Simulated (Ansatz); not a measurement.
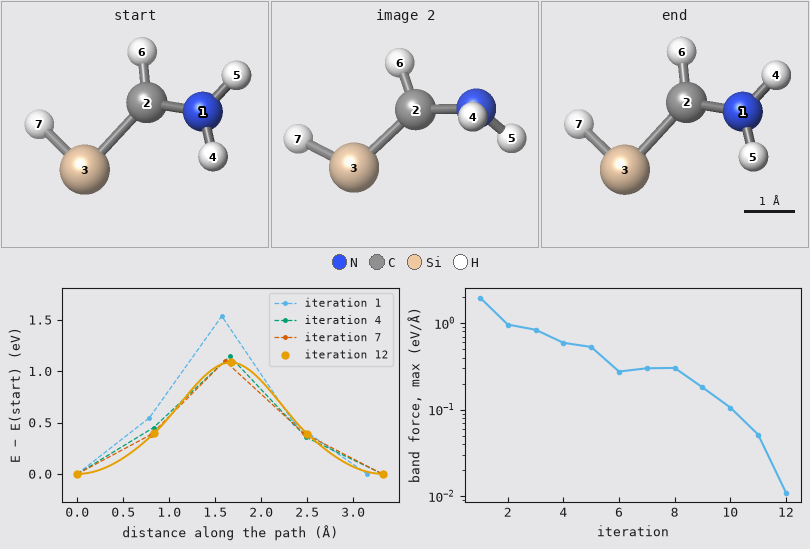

A nudged-elastic-band calculation for CH$_{4}$NSi (multiplicity 2). Images are numbered from 0 (start) to 4 (end). The plot follows the band through its iterations. A ball-and-stick model, seen at a tilt.

All numbers below come from UKS B3LYP/def2-SVP in Ansatz 0.2.0.

Input file:
```yaml
crystal:
  periodic: [false, false, false]
  atoms:
    - { symbol: "N", position_ang: [-1.018632, 0.43621, -0.388418] }
    - { symbol: C, position_ang: [0.150419, 0.115725, 0.195662] }
    - { symbol: Si, position_ang: [1.141214, -1.404236, -0.268228] }
    - { symbol: H, position_ang: [-1.403736, -0.158329, -1.118709] }
    - { symbol: H, position_ang: [-1.556043, 1.259253, -0.138024] }
    - { symbol: H, position_ang: [0.446586, 0.842941, 0.964725] }
    - { symbol: H, position_ang: [2.240182, -1.091553, 0.752991] }
magnetization:
  spin_polarized: true
  initial_magnetization: 1
basis:
  gaussian: { orbitals: def2-SVP }
hamiltonian:
  xc: b3lyp
neb:
  order_check: false
  images: 3
  f_tol: 0.05
  max_iterations: 60
  initial_path: idpp
  climbing: true
  final_atoms:
    - { symbol: "N", position_ang: [-1.01851462, 0.43625433, -0.38847544] }
    - { symbol: C, position_ang: [0.15052343, 0.11554914, 0.19555795] }
    - { symbol: Si, position_ang: [1.14126487, -1.40449171, -0.26846342] }
    - { symbol: H, position_ang: [-1.55580872, 1.25930422, -0.13774286] }
    - { symbol: H, position_ang: [-1.40411745, -0.15809304, -1.11863857] }
    - { symbol: H, position_ang: [0.44651502, 0.84291174, 0.96457409] }
    - { symbol: H, position_ang: [2.24012747, -1.09142369, 0.75318726] }
```

Run as
```bash
ansatz run input.yaml --threads 1 --pin off --max-ram 2048MiB --backend cpu --events-out ev --progress --plain --runs-dir out
```

Q: How did the profile develop, and is the result final?

A: The run is converged, with reservations. The band converged in 12 iterations. The largest component of the band force went from 2 to 0.011 eV/Å. The climbing image converged on the top of the path. Its curvatures weren't checked. So few images resolve the path coarsely. The first iteration put the highest image at 1.54 eV. The barrier is about 1.09 eV in both directions, with image 2 at the top; the ends have the same energy.
